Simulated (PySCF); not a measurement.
# One shape, several levels: CH5AlNO− (SMILES O=C[NH][AlH3-])

Aim: a comparison of 5 runs (HF/STO-3G, B3LYP/6-31G*, CAM-B3LYP/6-31G**, B2PLYP/aug-cc-pVDZ) of CH5AlNO−. 

The calculation is run with PySCF 2.14.0.

### 1 The structure to begin with

CH5AlNO− has 9 atoms, charge -1, and is taken as a singlet. SMILES: `O=C[NH][AlH3-]`. The shape comes from GFN2-xTB, which is rough for such elements, and wasn't checked as a minimum. This is one conformer, not always the lowest.

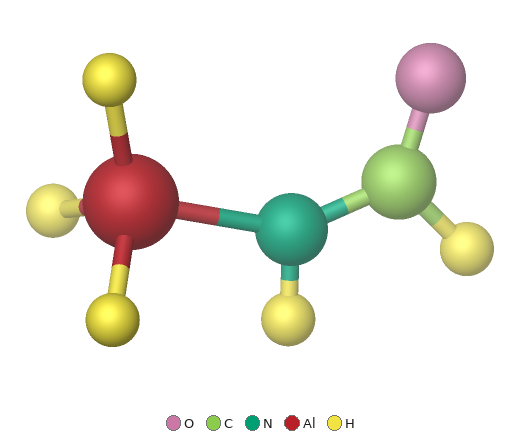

The structure, seen from a chosen angle (oxygen pink, carbon green, nitrogen teal, aluminium red, hydrogen yellow).

### 2 Energy and gradient at HF/STO-3G (run 1)

job.py reads:

```python
from pyscf import gto

mol = gto.Mole()
mol.atom = '''
O      1.734731     2.396324    -3.561945
C      2.307998     1.646027    -1.467580
N      0.899264     0.333008     0.136306
Al    -2.251779    -1.284844     0.737371
H      4.268872     2.090906    -0.731475
H      1.822887    -0.052421     1.779045
H     -1.577865    -4.244287     0.564745
H     -4.489271    -0.476608    -1.086517
H     -2.714856    -0.408124     3.630051
'''
mol.spin = 0
mol.unit = 'bohr'
mol.basis = 'sto-3g'
mol.charge = -1
mol.verbose = 4
mol.max_memory = 1860
mol.build()

hf = mol.RHF()
hf.conv_tol = 1e-10
hf.kernel()
if not hf.converged:
    hf = hf.newton().run(hf.mo_coeff, hf.mo_occ)

etot = hf.e_tot
print('Final energy', etot)
grad = hf.nuc_grad_method().kernel()
hf.analyze()
```

Launch:

```sh
$ OMP_NUM_THREADS=1 python job.py
```

Standard output:

```text
PySCF version 2.14.0

[... 64 lines left out ...]
Final energy -406.7794483561174
[... 20 lines left out ...]
MO #1   energy= -57.5188753625177  occ= 2
[... 6 lines left out ...]
MO #8   energy= -2.67252071645156  occ= 2
[... 6 lines left out ...]
MO #15  energy= -0.260944978851594 occ= 2
[... 6 lines left out ...]
MO #22  energy= 0.747916507702549  occ= 0
[... 6 lines left out ...]
MO #29  energy= 1.24969076558005   occ= 0
[... 42 lines left out ...]
WARN: System has nonzero charge -1; the dipole moment is origin-dependent.
Location of origin: [0. 0. 0.]

Dipole moment(X, Y, Z, Debye):  3.29737,  0.57188,  1.65625
```

It took 3.6 s on 1 thread of Intel Xeon at 2.50GHz (Skylake/Cascade Lake), shared host; peak memory 0.12 GiB.

### 3 Energy and gradient at B3LYP/6-31G(d) (spherical functions) (run 2)

run.py reads:

```python
# O=C[NH][AlH3-]
from pyscf import gto, dft

mol = gto.M(
    atom='''
O        0.917980       1.268080      -1.884900
C        1.221340       0.871040      -0.776610
N        0.475870       0.176220       0.072130
Al      -1.191590      -0.679910       0.390200
H        2.258990       1.106460      -0.387080
H        0.964630      -0.027740       0.941430
H       -0.834970      -2.245980       0.298850
H       -2.375620      -0.252210      -0.574960
H       -1.436640      -0.215970       1.920940
''',
    basis='6-31g*',
    spin=0,
    max_memory=1860,
    charge=-1,
    verbose=3,
)

ks = dft.RKS(mol, xc='b3lyp')
ks.grids.level = 5
ks.conv_tol = 1e-10
ks.kernel()
if not ks.converged:
    ks = ks.newton().run(ks.mo_coeff, ks.mo_occ)

e_tot = ks.e_tot
print('E(%s) = %.9f' % ('B3LYP', e_tot))
grad = ks.nuc_grad_method().kernel()
ks.analyze()
```

Launch:

```sh
$ OMP_NUM_THREADS=1 python run.py
```

Standard output:

```text
converged SCF energy = -413.587685683126
[... 19 lines left out ...]
MO #10  energy= -0.705624728862423 occ= 2
[... 11 lines left out ...]
MO #22  energy= 0.208282646586038  occ= 0
[... 11 lines left out ...]
MO #34  energy= 0.662597712917694  occ= 0
[... 11 lines left out ...]
MO #46  energy= 1.09199639362868   occ= 0
[... 11 lines left out ...]
MO #58  energy= 1.94335110618063   occ= 0
[... 11 lines left out ...]
MO #70  energy= 3.22875590898399   occ= 0
[... 11 lines left out ...]
WARN: System has nonzero charge -1; the dipole moment is origin-dependent.
Location of origin: [0. 0. 0.]

Dipole moment(X, Y, Z, Debye):  3.74454,  0.51315,  2.26975
```

Wall time 53 s (1 thread of Intel Xeon at 2.50GHz (Skylake/Cascade Lake), shared host); peak memory 0.69 GiB.

Runs 3 to 4 aren't shown in full; the table further down has their settings and results.

### 4 A single-point energy at B2PLYP/aug-cc-pVDZ (run 5)

calc.py reads:

```python
from pyscf import gto, dft, mp

mol = gto.Mole()
mol.atom = '''
O      0.917980     1.268080    -1.884900
C      1.221340     0.871040    -0.776610
N      0.475870     0.176220     0.072130
Al    -1.191590    -0.679910     0.390200
H      2.258990     1.106460    -0.387080
H      0.964630    -0.027740     0.941430
H     -0.834970    -2.245980     0.298850
H     -2.375620    -0.252210    -0.574960
H     -1.436640    -0.215970     1.920940
'''
mol.max_memory = 1860
mol.spin = 0
mol.verbose = 3
mol.charge = -1
mol.basis = 'aug-cc-pvdz'
mol.build()

mf = dft.RKS(mol, xc='0.53*HF + 0.47*B88, 0.73*LYP')
mf.conv_tol = 1e-10
mf.grids.level = 5
mf.kernel()
if not mf.converged:
    mf = mf.newton().run(mf.mo_coeff, mf.mo_occ)

pt = mp.MP2(mf, frozen=8).run()
energy = mf.e_tot + 0.27 * pt.e_corr
print('PT2 part  %.8f' % (0.27 * pt.e_corr))
print(f'total energy: {energy:.8f} hartree')
mf.analyze()
```

Launch:

```sh
$ OMP_NUM_THREADS=1 python calc.py
```

Standard output:

```text
converged SCF energy = -413.137490561676
[... 25 lines left out ...]
MO #21  energy= 0.10724829668674   occ= 0
[... 23 lines left out ...]
MO #45  energy= 0.385958526483065  occ= 0
[... 23 lines left out ...]
MO #69  energy= 0.696533326208469  occ= 0
[... 23 lines left out ...]
MO #93  energy= 1.24600051552741   occ= 0
[... 23 lines left out ...]
MO #117 energy= 2.09087026554463   occ= 0
[... 23 lines left out ...]
MO #141 energy= 4.05324186265203   occ= 0
[... 11 lines left out ...]
WARN: System has nonzero charge -1; the dipole moment is origin-dependent.
Location of origin: [0. 0. 0.]

Dipole moment(X, Y, Z, Debye):  3.87581,  0.44786,  2.50713
```

Wall time 76 s (1 thread of Intel Xeon at 2.50GHz (Skylake/Cascade Lake), shared host); peak memory 0.89 GiB.

### 5 All runs side by side

```csv
run,level,integration grid,Cartesian functions,energy (Eh),HOMO energy (eV),LUMO energy (eV),HOMO–LUMO gap (eV),wall time
1,HF/STO-3G,–,no,-406.779448,-1.12,15.10,16.22,3.6 s
2,B3LYP/6-31G* (spherical functions),5,no,-413.587686,-1.80,5.28,7.08,53 s
3,B3LYP/6-31G* (Cartesian functions),5,yes,-413.592751,-1.81,5.26,7.07,54 s
4,CAM-B3LYP/6-31G** (spherical functions),5,no,-413.498570,-3.35,6.33,9.68,1.8 min
5,B2PLYP/aug-cc-pVDZ,5,no,-413.340341,-3.58,2.92,6.50,76 s
```

### 6 Results

| quantity | value |
| --- | --- |
| run 5: total energy | -413.34034 Eh |
| run 5: HOMO energy (SCF part's orbitals) | -3.58 eV |
| run 5: LUMO energy (SCF part's orbitals) | 2.92 eV |
| run 5: HOMO–LUMO gap (to an unbound level, set by the basis) | 6.50 eV |

What this shows: The HOMO–LUMO gap runs from 6.50 eV (B2PLYP/aug-cc-pVDZ) to 16.22 eV (HF/STO-3G). The two ends differ in method and basis. The empty levels of an anion lie above zero and hang on the basis. A double hybrid's value is that of its SCF part. Totals of different functionals can't be ranked against each other. In run 1 the basis is minimal, so the values are rough. All runs together took 5 min, the longest 1.8 min.
